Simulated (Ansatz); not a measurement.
Level of theory: PBE (plane waves to 420 eV, PAW; Ansatz, a quantum-chemistry and plane-wave program).

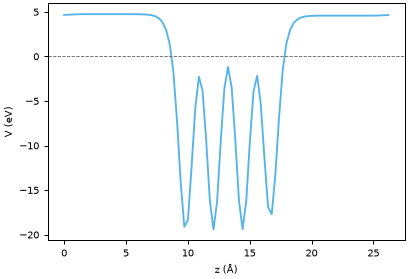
Fig. 1. Plane-averaged electrostatic potential energy along the normal, in eV from the Fermi level, for Al on a Ta site (surface) in a 3x3 cell of the 1x1 (110) surface of bcc Ta

Model: 36-atom slab, 6.8 Å thick at the start (thin: gaps and levels are the slab's own), 4x4x1 mesh, Fermi-Dirac 0.1 eV, dipole correction, 9 atoms held, the rest relaxed; start symmetry kept, larger cells not searched; no spin, no spin-orbit, no U.

The vacuum level lies 4.57 eV above the Fermi level over the top face and 4.74 eV above it under the bottom face.
